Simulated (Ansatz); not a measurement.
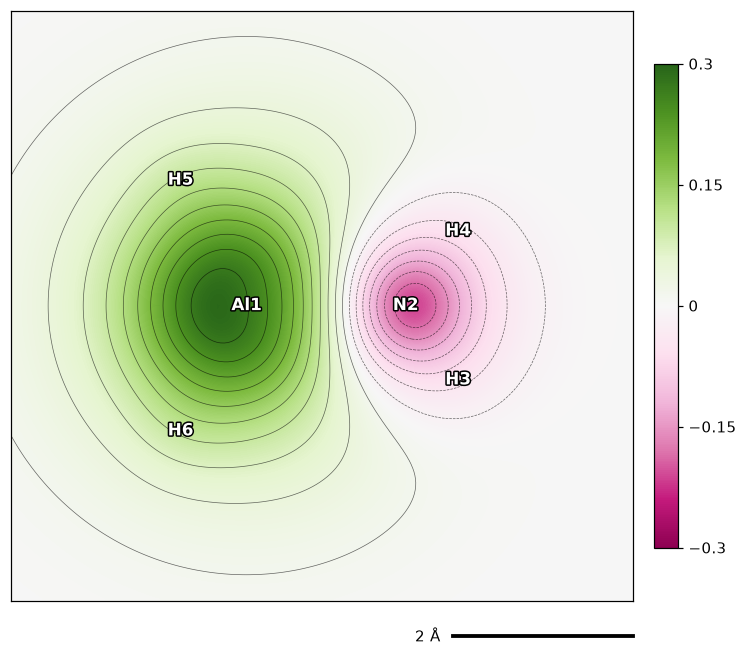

AlH$_{4}$N. The LUMO on a plane 0.8 Å above the molecular plane (values in Å⁻³ᐟ²; the overall sign is arbitrary).

Method: RKS B3LYP-D4/def2-SVP (Ansatz).

```xyz
6

Al    0.0000    0.0000    0.0403
N     0.0000    0.0000    1.8154
H    -0.8273   -0.0736    2.4009
H     0.8273    0.0737    2.4009
H     1.3942    0.1241   -0.6988
H    -1.3942   -0.1241   -0.6988
```

Question: What is the character of this orbital?

Answer: It lies mainly on Al1 (about 75 %) and N2 (about 10 %); it changes sign across the molecular plane (π type). Its energy is −0.65 eV.
